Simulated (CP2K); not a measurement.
Consider 3-trifluoromethylpyridine at its PBE geometry (Å).

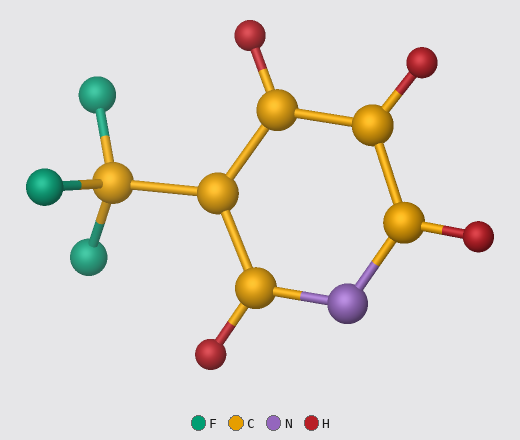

The molecule (fluorine teal, carbon orange, nitrogen purple, hydrogen red).

```xyz
14

F     2.6277    0.2658   -1.0719
C     2.0467    0.0700    0.1584
F     2.6170   -1.0538    0.6848
F     2.4342    1.1152    0.9538
C     0.5501   -0.0581    0.0469
C    -0.2906    1.0331    0.2739
C    -1.6636    0.8510    0.1129
C    -2.1357   -0.4090   -0.2663
N    -1.3390   -1.4709   -0.4896
C    -0.0189   -1.2822   -0.3356
H     0.1199    1.9962    0.5740
H    -2.3599    1.6719    0.2793
H    -3.2063   -0.5802   -0.3998
H     0.6184   -2.1492   -0.5208
```

Method: CP2K XAS_TDP, all-electron GAPW, PBEh(45%), aug-cc-pVDZ, TDA, GW2X-corrected core level, no relativity.

**Question.** Where do the C K-edge lines lie, and how strong are they?

Leading lines: C2 295.82 eV, C5 287.22 eV, C6 287.04 eV, C7 287.25 eV, C8 287.36 eV and C10 287.47 eV. The leading line of an atom is its first one with 35 % of the strongest within 2.5 eV of its lowest line over the strength cut. Core ionisation energies at this level: C7 292.80, C10 293.63, C6 293.32, C8 293.51, C2 300.26 and C5 292.95 eV.

The first six lines of each atom with a strength over 0.0015:

| atom | energy (eV) | states | strength, one atom | above the computed threshold |
| --- | --- | --- | --- | --- |
| C2 (bonded to C and 3 F) | 295.82 | 1 | 0.0432 |  |
|  | 296.71 | 1 | 0.0820 |  |
|  | 297.42 | 1 | 0.0057 |  |
|  | 298.55 | 1 | 0.0254 |  |
|  | 298.70 | 1 | 0.0463 |  |
|  | 299.21 | 1 | 0.0204 |  |
| C5 (bonded to 3 C) | 287.22 | 1 | 0.0450 |  |
|  | 292.18 | 1 | 0.0027 |  |
|  | 292.24 | 1 | 0.0086 |  |
|  | 292.46 | 1 | 0.0032 |  |
|  | 292.58 | 1 | 0.0028 |  |
|  | 293.65 | 1 | 0.0022 | yes |
| C6 (bonded to 2 C and H) | 287.04 | 1 | 0.0550 |  |
|  | 291.15 | 1 | 0.0114 |  |
|  | 292.28 | 1 | 0.0045 |  |
|  | 292.72 | 1 | 0.0029 |  |
|  | 292.91 | 1 | 0.0016 |  |
|  | 293.52 | 1 | 0.0062 | yes |
| C7 (bonded to 2 C and H) | 287.25 | 1 | 0.0496 |  |
|  | 290.46 | 1 | 0.0124 |  |
|  | 291.84 | 1 | 0.0029 |  |
|  | 292.09 | 1 | 0.0057 |  |
|  | 293.09 | 1 | 0.0036 | yes |
|  | 293.28 | 1 | 0.0059 | yes |
| C8 (bonded to C, N and H) | 287.36 | 1 | 0.0556 |  |
|  | 291.37 | 1 | 0.0120 |  |
|  | 292.44 | 1 | 0.0035 |  |
|  | 292.98 | 1 | 0.0025 |  |
|  | 293.20 | 1 | 0.0020 |  |
|  | 293.71 | 1 | 0.0082 | yes |
| C10 (bonded to C, N and H) | 287.47 | 1 | 0.0571 |  |
|  | 291.84 | 1 | 0.0116 |  |
|  | 292.51 | 1 | 0.0048 |  |
|  | 293.19 | 1 | 0.0020 |  |
|  | 294.08 | 1 | 0.0048 | yes |
|  | 294.31 | 1 | 0.0022 | yes |

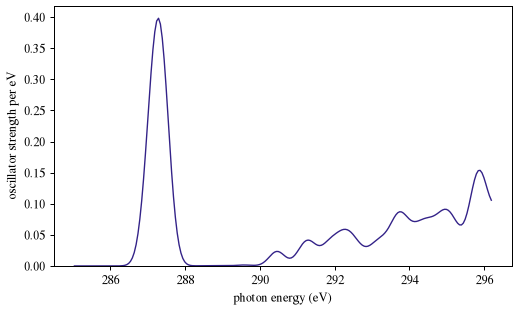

All atoms added, broadened by 0.5 eV.

Lines are vertical, at one geometry, with no vibrational structure. GW2X ionisation energies and lines can be off by 1 to 2 eV either way, and a good line position may hide errors that cancel. These values hold no scalar relativity, about 0.1 eV for C 1s. Rydberg lines, and the discretised continuum above threshold, depend on the basis and the box.

[Banner, clock and machine lines of the logs are left out without a mark of their own.]

[Logs are printed without paths, hosts, clocks, repeated set-up lines and the standing remarks that a program may print on its own settings, such as how far it seeks lower states.]

[Hosts, paths, dates, database ids (printed as entryN), source tags and the programs' standing remarks are cut or masked in the printed files.]
